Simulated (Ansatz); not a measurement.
**BBrH2O2: how energies converge with the basis set**

Aim: see how fast density functionals converge with the basis set for BBrH2O2.

The runs use Ansatz 0.2.0, Gaussian basis; one geometry, several basis sets.

The runs, in order: PBE0-D4/def2-SVP; ωB97M-V/def2-SVP; PBE0-D4/def2-QZVPP; ωB97M-V/def2-QZVPP; the functionals' def2-TZVPP values are taken from earlier runs.

## (1) Structure used throughout

The geometry comes from an earlier relaxation with PBE0-D4 in a triple-zeta def2 set; it is a stationary point.

SMILES `OB(O)Br`, 6 atoms, charge 0, spin multiplicity 1.

Atoms are counted from 1 here; the program's logs count them from 0.

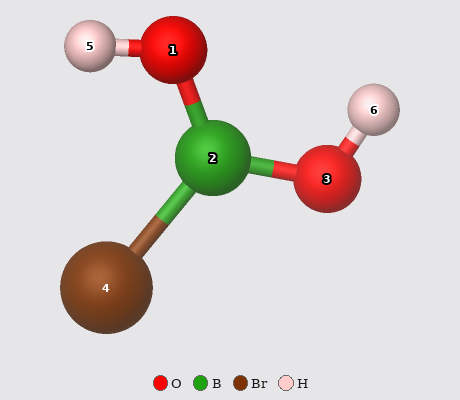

The structure; oxygen red, boron green, bromine brown, hydrogen pink; atoms are numbered from 1 in the order of the file.

As a file:

```xyz
6

O     0.5198    0.8556   -0.5555
B    -0.1654   -0.1584    0.0245
O     0.3288   -0.8239    1.0857
Br   -1.8974   -0.6984   -0.6524
H     0.0653    1.2514   -1.3023
H     1.1909   -0.4903    1.3538
```

## (2) PBE0-D4 in def2-SVP

File in.yaml:

```yaml
crystal:
  periodic: [false, false, false]
  atoms:
    - {symbol: O, position_ang: [0.519813, 0.855602, -0.555497]}
    - {symbol: B, position_ang: [-0.165393, -0.158406, 0.024487]}
    - {symbol: O, position_ang: [0.328758, -0.823933, 1.085666]}
    - {symbol: Br, position_ang: [-1.897404, -0.698385, -0.652355]}
    - {symbol: H, position_ang: [0.065340, 1.251382, -1.302348]}
    - {symbol: H, position_ang: [1.190885, -0.490261, 1.353847]}
basis:
  gaussian: {orbitals: def2-SVP}
hamiltonian: {xc: pbe0, dispersion: d4}
output: {orbitals: {seedname: orbitals}}
```

After this run come: ωB97M-V in def2-SVP; PBE0-D4 in def2-QZVPP; ωB97M-V in def2-QZVPP.

Before running them: what should the planned runs give, taken together? Wanted: PBE0-D4: double and triple zeta above quadruple; ωB97M-V: double and triple zeta above quadruple.

**Answer**, as computed:

| quantity | value |
| --- | --- |
| PBE0-D4: double and triple zeta above quadruple | 15.90, 1.71 eV |
| ωB97M-V: double and triple zeta above quadruple | 15.91, 1.64 eV |

What this shows: PBE0-D4 gains 14.19 eV from double to triple zeta, then 1.71 eV more. These are total energies; as a rule much of such shifts cancels in differences, which this series doesn't test. The LUMO of ωB97M-V is positive and keeps falling with the basis (3.03 to 1.54 eV): an unbound level that the basis holds in place.
